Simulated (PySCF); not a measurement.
**C$_{4}$H$_{12}$S$_{4}$Si (Si(SMe)4): density, localisation and related maps**

```xyz
21

C    -2.1004    1.1615   -1.8573
S    -0.2874    1.0285   -1.8722
Si   -0.0009    0.0001   -0.0003
S    -0.9938    1.1165    1.5529
C    -0.7333   -0.0234    2.9449
S    -0.8385   -1.9845   -0.0596
C     0.2576   -2.7264   -1.3059
S     2.1151   -0.1600    0.3762
C     2.5747    1.5917    0.2182
H    -2.4054    1.7736   -1.0149
H    -2.3812    1.6347   -2.7920
H    -2.5359    0.1694   -1.7899
H    -1.2442   -0.9585    2.7402
H     0.3306   -0.1885    3.0842
H    -1.1584    0.4578    3.8190
H     0.1955   -2.1568   -2.2279
H     1.2740   -2.7344   -0.9261
H    -0.0968   -3.7394   -1.4628
H     2.3750    1.9225   -0.7957
H     2.0090    2.1810    0.9331
H     3.6358    1.6514    0.4352
```

Geometry: GFN2-xTB.

Computed with B97-2/6-31G*, SCF density, gas phase, non-relativistic in PySCF.

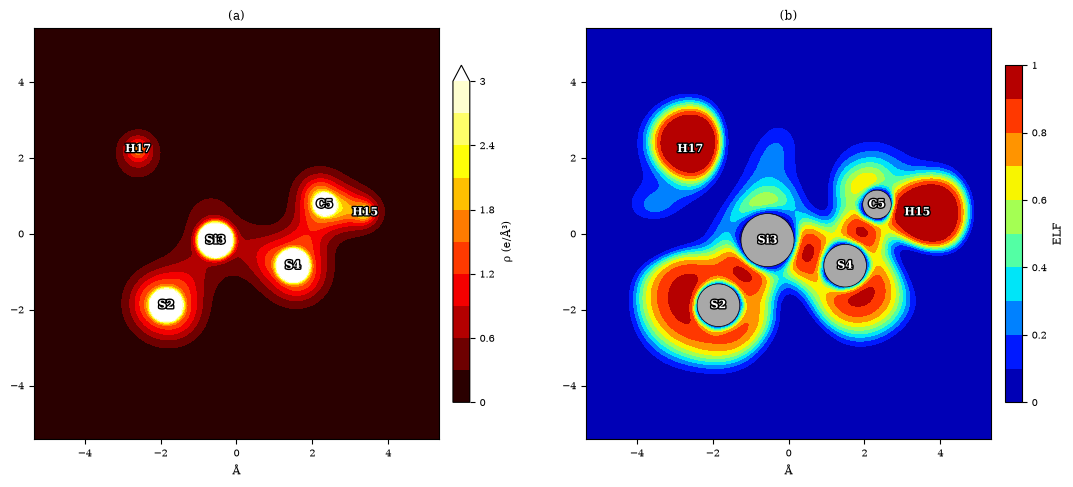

Figure 1. (a) electron density; (b) ELF on the plane of atoms S4, C5 and H15. Grey discs cover the atomic cores in the ELF map.

Q: Interpret the plot.

A:
- The section cuts through S, Si, C and H sites.
- C–S (1.82 Å): ρ is about 1.2 e/Å³ halfway; the ELF peaks at about 0.90 between the atoms, as expected for localised, covalent bonding.
- Si–S (2.15 Å): ρ is about 0.82 e/Å³ halfway; the ELF peaks at about 0.90 between the atoms; a covalent bond.
- C–H (1.08 Å): the density is about 2 e/Å³ at the midpoint; the ELF climbs to about 1 towards the hydrogen, as it does in any bond to H; a covalent bond by its length.
- The ELF also peaks beside S4 and S2, away from the bonds: lone-pair regions.

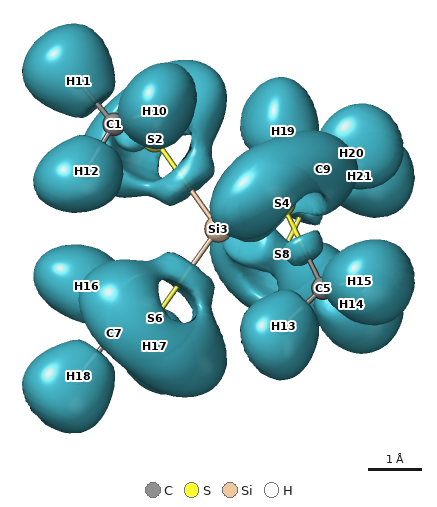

Figure 2. Isosurface of the electron localisation function at 0.8 (cyan), seen from one side. Only the valence region is drawn (cores and ρ < 0.01 e/Å³ removed).

Q: Describe the localisation domains.

A: At this value the surface marks out four regions between bonded C–S atoms (shared pairs), twelve regions around hydrogen nuclei and four regions on S in which the atom's valence shell and bonds are merged.

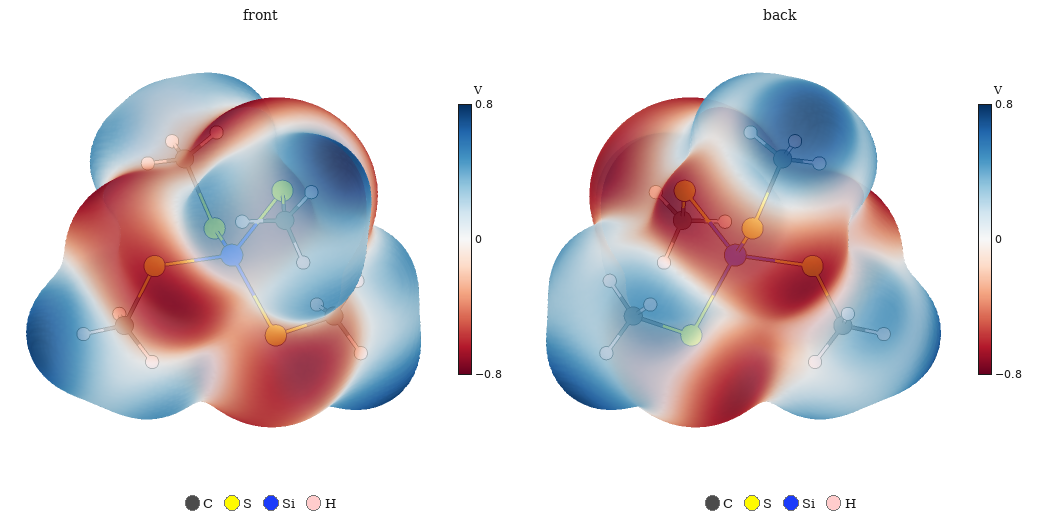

Figure 3. The electrostatic potential painted on the density surface at 0.001 e/bohr³, seen from the front and from behind; the colour scale runs from red (negative) to blue (positive).

Q: Describe the electrostatic potential map.

A: The most negative region (about −0.7 V) lies over S2, S4, S6 and S8, the most positive (about +0.7 V) over H11, H15, H18 and H21.

Q: What dipole moment does the calculation give?

A: Its dipole moment is zero.
